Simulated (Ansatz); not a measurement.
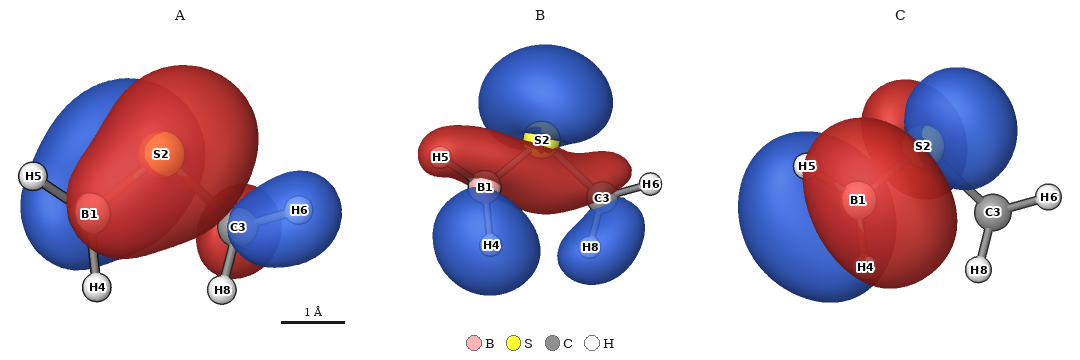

Figure 1: CH5BS (SMILES BSC). Three frontier orbitals at ±0.08 Å⁻³ᐟ² (blue and red are the two phases), in no order.

Geometry: PBE0-D4/def2-TZVP.

All numbers below come from RKS PBE0-D4/def2-TZVPP (Ansatz 0.2.0).

```yaml
atoms:
  - { symbol: B, position_ang: [-0.8699, 0.9554, -0.9080] }
  - { symbol: S, position_ang: [0.7078, 0.8541, -0.1590] }
  - { symbol: C, position_ang: [0.7414, -0.7357, 0.7029] }
  - { symbol: H, position_ang: [-1.6678, 0.0753, -0.7903] }
  - { symbol: H, position_ang: [-1.0861, 1.9478, -1.5329] }
  - { symbol: H, position_ang: [0.9106, -0.5610, 1.7651] }
  - { symbol: H, position_ang: [1.5596, -1.3370, 0.3073] }
  - { symbol: H, position_ang: [-0.2035, -1.2560, 0.5592] }
```

Which picture is the HOMO−1, the HOMO and the LUMO?

B is the HOMO−1 (−8.65 eV). Its weight (Hirshfeld) is mainly on S2 (about 55 %), B1 (about 15 %), H4 (about 10 %) and C3 (about 10 %). A is the HOMO (−7.85 eV). By Hirshfeld shares it lies mainly on S2 (about 65 %), B1 (about 15 %) and C3 (about 5 %). C is the LUMO (−1.05 eV). It lies mainly on B1 (about 55 %), S2 (about 25 %), H4 (about 5 %) and H5 (about 5 %); π-antibonding (π*) across B1–S2.

What is the HOMO–LUMO gap?

6.80 eV between the orbital energies.
